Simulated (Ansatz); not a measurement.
# One shape, several levels: doublet GaF+

Wanted: a comparison of 6 runs (UHF/def2-TZVPPD, U-wB97X/def2-TZVPPD, UB3LYP/def2-TZVPPD, RPA@PBE/def2-TZVPPD, UBCCD(T)/def2-TZVPPD, UCCSD/def2-TZVPPD) of doublet GaF+. 

The calculation is run with Ansatz 0.2.0.

30 further runs of the same task are left out: 30 set aside as unsound or not needed.

**1. Starting point**

GaF+ has 2 atoms, charge +1, and is taken as a doublet. As SMILES of the parent species, `[F][Ga]`. The shape is that of a PBE0-D4/def2-TZVP optimisation. That shape belongs to the parent species and isn't relaxed for this state.

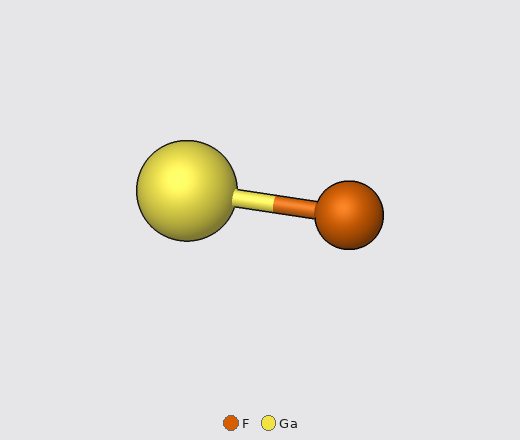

Viewed from a chosen angle; fluorine orange, gallium yellow.

**2. A single-point energy at UHF/def2-TZVPPD (run 1)**

Contents of run.yaml:

```yaml
crystal:
  periodic: [false, false, false]
  atoms:
    - {symbol: F, position_ang: [0.000000, -0.000000, 0.006300]}
    - {symbol: Ga, position_ang: [-0.000000, 0.000000, 1.792850]}
basis:
  gaussian:
    orbitals: def2-TZVPPD.json
accuracy: high
magnetization:
  spin_polarized: true
  initial_magnetization: 1
output: {orbitals: {seedname: orbitals}}
hamiltonian:
  xc: hf
total_charge: 1
```

The basis set def2-TZVPPD is read from a file made from the Basis Set Exchange's data (not shown).

The run is started by

```bash
$ ansatz run run.yaml --threads 1 --pin off --max-ram 3480MiB --events-out events.jsonl --progress --plain --runs-dir runs
```

Standard output:

```text
Warning: RAYON_NUM_THREADS=1 ignored (pool sized by the plan → 1); use --threads N
Functional definition: HF
  name "HF"
  exchange = exact_x
  correlation = 0
1230 factors; integrals over basis functions are off by at most 4.6e-9 eV
mean field evaluation 1: about -55022.8024 eV, gradient 5.8e1 eV
mean field evaluation 2: about -55022.8122 eV, gradient 5.8e1 eV
mean field evaluation 4: about -55033.3308 eV, gradient 5.4e0 eV
mean field evaluation 8: about -55033.5773 eV, gradient 2.3e-1 eV
mean field evaluation 16: about -55033.5787 eV, gradient 2.5e-8 eV
mean field evaluation 32: about -55027.4841 eV, gradient 1.2e1 eV
mean field -55033.57866906 eV, -2022.4467129885 hartree, gradient 2.5e-8 eV, S^2 0.762866; 0 other end points of the search recorded, 0 dependent functions left out
reference -55033.57866906 eV, -2022.4467129885 hartree; 20, 19 occupied and 74, 75 virtual orbitals, 1230 factors
Total energy: -55033.57866906 eV, -2022.4467129885 hartree
```

It took 2.9 s on 1 thread of Arm Neoverse V2, shared host; peak memory 0.23 GiB.

**3. The energy at U-wB97X/def2-TZVPPD (run 2)**

Contents of input.yaml:

```yaml
crystal:
  periodic: [false, false, false]
  atoms:
    - {symbol: F, position_ang: [0.000000, -0.000000, 0.006300]}
    - {symbol: Ga, position_ang: [-0.000000, 0.000000, 1.792850]}
basis:
  gaussian:
    orbitals: def2-TZVPPD.json
total_charge: 1
hamiltonian:
  xc: {name: wB97X}
magnetization:
  spin_polarized: true
  initial_magnetization: 1
output: {orbitals: {seedname: orbitals}}
accuracy: high
```

The basis set def2-TZVPPD is read from a file made from the Basis Set Exchange's data (not shown).

The run is started by

```bash
$ ansatz run input.yaml --threads 1 --pin off --max-ram 3480MiB --events-out events.jsonl --progress --plain --runs-dir runs
```

Standard output:

```text
Warning: RAYON_NUM_THREADS=1 ignored (pool sized by the plan → 1); use --threads N
Functional definition: wB97X
  name "wB97X"
  parameter omega = 0.3/bohr
  parameter cx = 0.157706
  parameter cx1 = 0.726479
  parameter cx2 = 1.04760
  parameter cx3 = -5.70635
  parameter cx4 = 13.2794
  parameter css1 = -4.33879
  parameter css2 = 18.2308
  parameter css3 = -31.7430
  parameter css4 = 17.2901
  parameter cos1 = 2.37031
  parameter cos2 = -11.3995
  parameter cos3 = 6.58405
  parameter cos4 = -3.78132
  exchange = spin_sum(e_x_unif_sr(omega)*poly(b97_u_x, 1 - cx, cx1, cx2, cx3, cx4)) + cx*exact_x_sr(omega)
      + exact_x_lr(omega)
  correlation = spin_sum(e_c_pw_same_spin*poly(b97_u_same, 1, css1, css2, css3, css4))
      + integral(e_c_pw_opposite_spin*poly(b97_u_opposite, 1, cos1, cos2, cos3, cos4))
1230 factors; integrals over basis functions are off by at most 4.6e-9 eV
284 factors; integrals over basis functions are off by at most 1.9e-9 eV
mean field evaluation 1: about -55070.3592 eV, gradient 7.6e1 eV
mean field evaluation 2: about -54916.6615 eV, gradient 1.9e2 eV
mean field evaluation 4: about -55087.3724 eV, gradient 3.6e0 eV
mean field evaluation 8: about -55087.4869 eV, gradient 4.9e-1 eV
mean field evaluation 16: about -55087.4904 eV, gradient 4.0e-4 eV
mean field -55087.49035673 eV, -2024.4279309679 hartree, gradient 3.7e-8 eV, S^2 0.756401; 0 other end points of the search recorded, 0 dependent functions left out
reference -55087.49035331 eV, -2024.4279308420 hartree; 20, 19 occupied and 74, 75 virtual orbitals, 1230 factors
Total energy: -55087.49035331 eV, -2024.4279308420 hartree
```

Run time: 22 s. Hardware: 1 thread of Arm Neoverse V2, shared host; peak memory 0.52 GiB.

Runs 3 to 5 aren't shown in full; the table further down has their settings and results.

**4. A single-point energy at UCCSD/def2-TZVPPD (run 6)**

Contents of in.yaml:

```yaml
crystal:
  periodic: [false, false, false]
  atoms:
    - symbol: F
      position_ang: [0.000000, -0.000000, 0.006300]
    - symbol: Ga
      position_ang: [-0.000000, 0.000000, 1.792850]
basis:
  gaussian: {orbitals: def2-TZVPPD.json}
total_charge: 1
magnetization: {spin_polarized: true, initial_magnetization: 1}
correlation: {method: ccsd, frozen_orbitals: {F: 1, Ga: 9}}
accuracy: high
scf: {omitted_lower_state_checks: [cluster_reference, increment]}
```

The basis set def2-TZVPPD is read from a file made from the Basis Set Exchange's data (not shown).

The run is started by

```bash
$ ansatz run in.yaml --threads 1 --pin off --max-ram 3480MiB --events-out events.jsonl --progress --plain --runs-dir runs
```

Standard output:

```text
Warning: RAYON_NUM_THREADS=1 ignored (pool sized by the plan → 1); use --threads N
[... 14 lines left out ...]
10 core orbitals not correlated: weight in the atoms' cores, before any rotation towards them, 1.000 or more for the frozen orbitals, at most 0.000 for the correlated occupied ones
[... 25 lines left out ...]
Total energy: -55044.92302493 eV, -2022.8636103772 hartree
Checks for a lower state left out: cluster_reference, increment
```

Run time: 17 s. Hardware: 1 thread of Arm Neoverse V2, shared host; peak memory 0.67 GiB.

**5. The series**

```
run                 level  frozen core orbitals   energy (Eh)   ⟨S²⟩  wall time
  1       UHF/def2-TZVPPD                     –  -2022.446713  0.763      2.9 s
  2   U-wB97X/def2-TZVPPD                     –  -2024.427931  0.756       22 s
  3    UB3LYP/def2-TZVPPD                     –  -2024.463740  0.755      5.7 s
  4   RPA@PBE/def2-TZVPPD                    10  -2023.045617  0.752      7.8 s
  5  UBCCD(T)/def2-TZVPPD                    10  -2022.880107  0.763       27 s
  6     UCCSD/def2-TZVPPD                    10  -2022.863610  0.763       17 s
```

**6. Outcome**

```
                                           quantity           value
                                run 6: total energy  -2022.86361 Eh
run 6: correlation energy (10 core orbitals frozen)      -416.9 mEh
           run 6: ⟨S²⟩ of the reference determinant           0.763
                               run 6: T1 diagnostic           0.020
```

**Reading.** Below the UHF energy at the same shape and in the same basis (def2-TZVPPD): UBCCD(T) -433.4 mEh; UCCSD -416.9 mEh. Totals of different functionals can't be ranked against each other. All runs together took 82 s, the longest 27 s.
